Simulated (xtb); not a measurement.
**HfNH3OF2: molecular dynamics (part 1 of 4)**

System: HfNH3OF2.
Method: GFN1-xTB, ALPB solvent toluene (xtb 6.7.1).

The geometry comes from this level: GFN2-xTB.

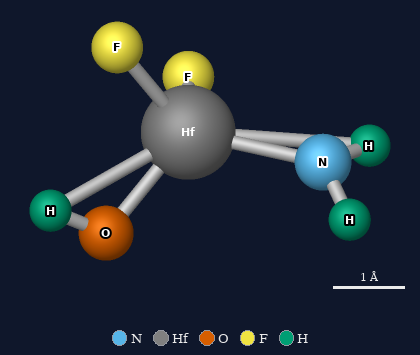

**Figure 1.** The input geometry (ball-and-stick view, seen at a tilt). Sticks mark near contacts. Bond lengths as drawn: F–Hf 1.86 to 1.88 Å, Hf–N 2.00 Å, Hf–O 1.86 Å, H–Hf 2.35 to 2.62 Å, H–N 1.02 Å and H–O 0.97 Å.

The input (geo.gen)
```
8 C
 N Hf O F H
   1  1     -0.87742000      0.18554000     -1.33403000
   2  2      0.29917000      0.22178000      0.27859000
   3  3      0.28329000     -1.33820000      1.29378000
   4  4      2.17257000      0.37657000      0.20520000
   5  4     -0.21131000      1.76676000      1.18868000
   6  5     -1.29882000     -0.62957000     -1.77894000
   7  5     -1.55810000      0.94518000     -1.41729000
   8  5      1.19062000     -1.52806000      1.56402000
```

File .CHRG
```
0
```

File .UHF
```
0
```

File detailed.inp
```
$md
   temp=298.15
   time=0.2
   step=1
   dump=10
   hmass=1
   shake=0
   nvt=false
$end
```

Machine: 1 thread of Arm Neoverse V1, 24 GiB of memory available, shared host.

Launched with:
```bash
xtb geo.gen --alpb toluene --gfn1 --omd -I detailed.inp -P 1 > run.log
```

The program's output
```
* xtb version 6.7.1
   ID    Z sym.   atoms
    1    7 N      1
    2   72 Hf     2
    3    8 O      3
    4    9 F      4, 5
    5    1 H      6-8

           -------------------------------------------------
          |                Calculation Setup                |
           -------------------------------------------------

          program call               : xtb geo.gen --alpb toluene --gfn1 --omd -I detailed.inp -P 1
          coordinate file            : geo.gen
          omp threads                :                     1

########################################################################
[WARNING] Please study the warnings concerning your input carefully
-1- prog_main_parseArguments: The use of '--gfn1' is discouraged, please use '--gfn 1' next time
########################################################################

           -------------------------------------------------
          |                 G F N 1 - x T B                 |
           -------------------------------------------------

      * Hamiltonian:
        H0-scaling (s, p, d)           1.850000    2.250000    2.000000
        zeta-weighting                 0.000000
      * Dispersion:
        s8                             2.400000
        a1                             0.630000
        a2                             5.000000
        s9                             0.000000
      * Repulsion:
        kExp                           1.500000
        rExp                           1.000000
      * Coulomb:
        alpha                          2.000000
        third order                    atomic
        anisotropic                    false
      * Halogen bond correction:
        rad-scale                      1.300000
        damping                        0.440000

      * Solvation model:               ALPB
        Solvent                        toluene
        Parameter file                 internal GFN1-xTB/ALPB
        Dielectric constant                2.3741E+00
        Reference state                gsolv [1 M gas/solution]
        Free energy shift                  3.5550E-03 Eh       2.2308E+00 kcal/mol
        Temperature                        2.9815E+02 K
        Density                            8.6700E-01 kg/L
        Solvent mass                       9.2140E+01 g/mol
        Interaction kernel             P16
        Born radius scaling (c1)           1.4996E+00
        Born radii integrator          GBOBC
        Born offset                        0.0000E+00 a0       0.0000E+00 AA
        H-bond correction              false
        Ion screening                  false
        Surface tension                    1.0000E-05 Eh       1.5569E+01 dyn/cm
        Grid points                               230 per atom

          ...................................................
          :                      SETUP                      :
          :.................................................:
          :  # basis functions                  32          :
          :  # atomic orbitals                  31          :
          :  # shells                           17          :
          :  # electrons                        32          :
          :  # halogen bonds                     0          :
          :  max. iterations                   250          :
          :  Hamiltonian                  GFN1-xTB          :
          :  restarted?                      false          :
          :  GBSA solvation                   true          :
          :  PC potential                    false          :
          :  electronic temp.          300.0000000     K    :
          :  accuracy                    1.0000000          :
          :  -> integral cutoff          0.2500000E+02      :
          :  -> integral neglect         0.1000000E-07      :
          :  -> SCF convergence          0.1000000E-05 Eh   :
          :  -> wf. convergence          0.2000000E-04 e    :
          :  Broyden damping             0.4000000          :
          :  net charge                          0          :
          :  unpaired electrons                  0          :
          ...................................................

 iter      E             dE          RMSdq      gap      omega  full diag
   1    -20.6824113 -0.206824E+02  0.864E+00    0.93       0.0  T
   2    -20.6262779  0.561334E-01  0.849E+00    7.80       1.0  T
   3    -21.0934030 -0.467125E+00  0.532E+00    4.92       1.0  T
   4    -20.0847711  0.100863E+01  0.127E+01    0.51       1.0  T
   5    -21.1996490 -0.111488E+01  0.128E+00    3.55       1.0  T
   6    -21.1744204  0.252286E-01  0.185E+00    3.85       1.0  T
   7    -21.1930628 -0.186424E-01  0.135E+00    3.53       1.0  T
   8    -21.1965154 -0.345259E-02  0.118E+00    3.41       1.0  T
   9    -21.2106066 -0.140912E-01  0.182E-01    2.85       1.0  T
  10    -21.2108518 -0.245193E-03  0.979E-02    2.72       1.0  T
  11    -21.2109218 -0.699583E-04  0.459E-02    2.75       1.0  T
  12    -21.2109401 -0.183613E-04  0.177E-02    2.78       2.0  T
  13    -21.2109421 -0.192818E-05  0.793E-03    2.78       4.5  T
  14    -21.2109426 -0.541088E-06  0.127E-03    2.77      27.9  T
  15    -21.2109426 -0.164991E-07  0.263E-04    2.77     134.5  T
  16    -21.2109426 -0.717225E-09  0.697E-05    2.77     507.1  T
  17    -21.2109426 -0.415170E-10  0.402E-05    2.77     878.7  T

   *** convergence criteria satisfied after 17 iterations ***

         #    Occupation            Energy/Eh            Energy/eV
      -------------------------------------------------------------
         1        2.0000           -0.7797770             -21.2188
       ...           ...                  ...                  ...
        10        2.0000           -0.4778462             -13.0029
        11        2.0000           -0.4755554             -12.9405
        12        2.0000           -0.4718559             -12.8399
        13        2.0000           -0.4708189             -12.8116
        14        2.0000           -0.4684363             -12.7468
        15        2.0000           -0.4526088             -12.3161
        16        2.0000           -0.3903740             -10.6226 (HOMO)
        17                         -0.2884806              -7.8500 (LUMO)
        18                         -0.2847648              -7.7488
        19                         -0.2592794              -7.0554
        20                         -0.2413356              -6.5671
        21                         -0.2160445              -5.8789
       ...                                ...                  ...
        31                          0.6703325              18.2407
      -------------------------------------------------------------
                  HL-Gap            0.1018935 Eh            2.7727 eV
             Fermi-level           -0.3394273 Eh           -9.2363 eV

 SCC (total)                   0 d,  0 h,  0 min,  0.006 sec
 SCC setup                      ...        0 min,  0.000 sec (  2.667%)
 Dispersion                     ...        0 min,  0.000 sec (  0.325%)
 classical contributions        ...        0 min,  0.000 sec (  0.109%)
 integral evaluation            ...        0 min,  0.001 sec ( 19.359%)
 iterations                     ...        0 min,  0.003 sec ( 44.610%)
 molecular gradient             ...        0 min,  0.002 sec ( 31.484%)
 printout                       ...        0 min,  0.000 sec (  1.250%)

         :::::::::::::::::::::::::::::::::::::::::::::::::::::
         ::                     SUMMARY                     ::
         :::::::::::::::::::::::::::::::::::::::::::::::::::::
         :: total energy             -21.123109200512 Eh    ::
         :: w/o Gsasa/hb/shift       -21.121698203657 Eh    ::
         :: gradient norm              0.031831987006 Eh/a0 ::
         :: HOMO-LUMO gap              2.772662075795 eV    ::
         ::.................................................::
         :: SCC energy               -21.210942622399 Eh    ::
         :: -> electrostatic           0.246917920438 Eh    ::
         :: -> Gsolv                  -0.014523344613 Eh    ::
         ::    -> Gelec               -0.013112347759 Eh    ::
         ::    -> Gsasa               -0.004965976948 Eh    ::
         ::    -> Ghb                  0.000000000000 Eh    ::
         ::    -> Gshift               0.003554980094 Eh    ::
         :: repulsion energy           0.089654402953 Eh    ::
         :: dispersion energy         -0.001820981065 Eh    ::
         :: halogen bond corr.         0.000000000000 Eh    ::
         :: add. restraining           0.000000000000 Eh    ::
         :: total charge              -0.000000000000 e     ::
         :::::::::::::::::::::::::::::::::::::::::::::::::::::

      -----------------------------------------------------------
     |                   =====================                   |
     |                        A N C O P T                        |
     |                   =====================                   |
     |               Approximate Normal Coordinate               |
     |                Rational Function Optimizer                |
      -----------------------------------------------------------

          ...................................................
          :                      SETUP                      :
          :.................................................:
          :   optimization level             loose          :
          :   max. optcycles                   200          :
          :   ANC micro-cycles                  20          :
          :   degrees of freedom                18          :
          :.................................................:
          :   RF solver                   davidson          :
          :   write xtbopt.log                true          :
          :   linear?                        false          :
          :   energy convergence         0.5000000E-04 Eh   :
          :   grad. convergence          0.4000000E-02 Eh/α :
          :   maximum RF displ.          1.0000000          :
          :   Hlow (freq-cutoff)         0.1000000E-01      :
          :   Hmax (freq-cutoff)         5.0000000          :
          :   S6 in model hess.         20.0000000          :
          ...................................................

generating ANC from exact Hessian ...
Using Lindh-Hessian (1995)
 Shifting diagonal of input Hessian by    5.0086919874978595E-003
 Lowest  eigenvalues of input Hessian
    0.000000    0.000000    0.000000    0.000000    0.000000    0.000000
    0.010000    0.010641    0.012928    0.016302    0.019471    0.025312
    0.034276    0.043976    0.053491    0.087089    0.169978    0.275725
 Highest eigenvalues
    0.559416    0.676739    0.793244    1.113469    1.234523    1.272067

........................................................................
.............................. CYCLE    1 ..............................
........................................................................

 iter      E             dE          RMSdq      gap      omega  full diag
   1    -21.2109426 -0.212109E+02  0.281E-06    2.77       0.0  T
   2    -21.2109426  0.106581E-12  0.333E-06    2.77   10622.3  T
   3    -21.2109426 -0.149214E-12  0.512E-07    2.77   68986.4  T
     SCC iter.                  ...        0 min,  0.001 sec
     gradient                   ...        0 min,  0.002 sec
 * total energy  :   -21.1231092 Eh     change       -0.1632117E-10 Eh
   gradient norm :     0.0318321 Eh/α   predicted     0.0000000E+00 (-100.00%)
   displ. norm   :     0.3096121 α      lambda       -0.4405614E-02
   maximum displ.:     0.1839042 α      in ANC's #3, #5, #8, ...

........................................................................
.............................. CYCLE    2 ..............................
........................................................................

 iter      E             dE          RMSdq      gap      omega  full diag
   1    -21.2172371 -0.212172E+02  0.834E-02    2.83       0.0  T
   2    -21.2172604 -0.233252E-04  0.308E-02    2.87       1.1  T
   3    -21.2172564  0.397939E-05  0.377E-02    2.85       1.0  T
   4    -21.2172643 -0.790747E-05  0.106E-02    2.86       3.3  T
   5    -21.2172646 -0.256504E-06  0.106E-03    2.86      33.3  T
   6    -21.2172646 -0.497171E-08  0.320E-04    2.86     110.5  T
   7    -21.2172646 -0.213845E-09  0.222E-05    2.86    1595.3  T
   8    -21.2172646 -0.149214E-11  0.100E-05    2.86    3525.4  T
     SCC iter.                  ...        0 min,  0.001 sec
     gradient                   ...        0 min,  0.002 sec
 * total energy  :   -21.1263774 Eh     change       -0.3268212E-02 Eh
   gradient norm :     0.0206562 Eh/α   predicted    -0.2413967E-02 ( -26.14%)
   displ. norm   :     0.2904701 α      lambda       -0.2881216E-02
   maximum displ.:     0.1792786 α      in ANC's #5, #3, #11, ...

........................................................................
.............................. CYCLE    3 ..............................
........................................................................

 iter      E             dE          RMSdq      gap      omega  full diag
   1    -21.2243367 -0.212243E+02  0.614E-02    2.96       0.0  T
   2    -21.2243374 -0.711915E-06  0.593E-02    2.95       1.0  T
   3    -21.2243489 -0.115185E-04  0.258E-02    2.96       1.4  T
   4    -21.2243491 -0.185537E-06  0.137E-02    2.95       2.6  T
   5    -21.2243503 -0.117250E-05  0.932E-04    2.96      37.9  T
   6    -21.2243503 -0.229356E-08  0.333E-04    2.96     106.2  T
   7    -21.2243503 -0.762441E-09  0.174E-05    2.96    2030.9  T
   8    -21.2243503 -0.671463E-12  0.591E-06    2.96    5985.8  T
     SCC iter.                  ...        0 min,  0.001 sec
     gradient                   ...        0 min,  0.002 sec
 * total energy  :   -21.1282082 Eh     change       -0.1830784E-02 Eh
   gradient norm :     0.0171242 Eh/α   predicted    -0.1562158E-02 ( -14.67%)
   displ. norm   :     0.2063394 α      lambda       -0.9027451E-03
   maximum displ.:     0.1370312 α      in ANC's #5, #3, #10, ...

........................................................................
.............................. CYCLE    4 ..............................
........................................................................

 iter      E             dE          RMSdq      gap      omega  full diag
   1    -21.2275630 -0.212276E+02  0.360E-02    2.98       0.0  T
   2    -21.2275660 -0.300484E-05  0.244E-02    2.96       1.5  T
   3    -21.2275668 -0.768456E-06  0.154E-02    2.98       2.3  T
   4    -21.2275692 -0.243027E-05  0.691E-03    2.97       5.1  T
   5    -21.2275695 -0.245495E-06  0.380E-04    2.97      93.1  T
   6    -21.2275695 -0.575334E-09  0.112E-04    2.97     317.1  T
   7    -21.2275695 -0.458797E-10  0.614E-06    2.97    5758.3  T
     SCC iter.                  ...        0 min,  0.001 sec
     gradient                   ...        0 min,  0.002 sec
 * total energy  :   -21.1288877 Eh     change       -0.6795333E-03 Eh
   gradient norm :     0.0152078 Eh/α   predicted    -0.4705913E-03 ( -30.75%)
   displ. norm   :     0.3366920 α      lambda       -0.1101687E-02
   maximum displ.:     0.1954950 α      in ANC's #3, #5, #1, ...

........................................................................
.............................. CYCLE    5 ..............................
........................................................................

 iter      E             dE          RMSdq      gap      omega  full diag
   1    -21.2269701 -0.212270E+02  0.344E-02    2.95       0.0  T
   2    -21.2269764 -0.629916E-05  0.121E-02    2.96       2.9  T
   3    -21.2269758  0.609686E-06  0.106E-02    2.95       3.3  T
   4    -21.2269768 -0.968429E-06  0.507E-03    2.95       7.0  T
   5    -21.2269769 -0.143025E-06  0.644E-04    2.95      54.9  T
   6    -21.2269769 -0.481698E-09  0.314E-04    2.95     112.8  T
   7    -21.2269769 -0.356216E-09  0.177E-05    2.95    1995.5  T
   8    -21.2269769 -0.109779E-11  0.548E-06    2.95    6446.8  T
     SCC iter.                  ...        0 min,  0.001 sec
     gradient                   ...        0 min,  0.002 sec
 * total energy  :   -21.1296197 Eh     change       -0.7320191E-03 Eh
   gradient norm :     0.0175376 Eh/α   predicted    -0.6132822E-03 ( -16.22%)
   displ. norm   :     0.2681013 α      lambda       -0.9800096E-03
   maximum displ.:     0.1397175 α      in ANC's #5, #6, #3, ...

........................................................................
.............................. CYCLE    6 ..............................
........................................................................
```
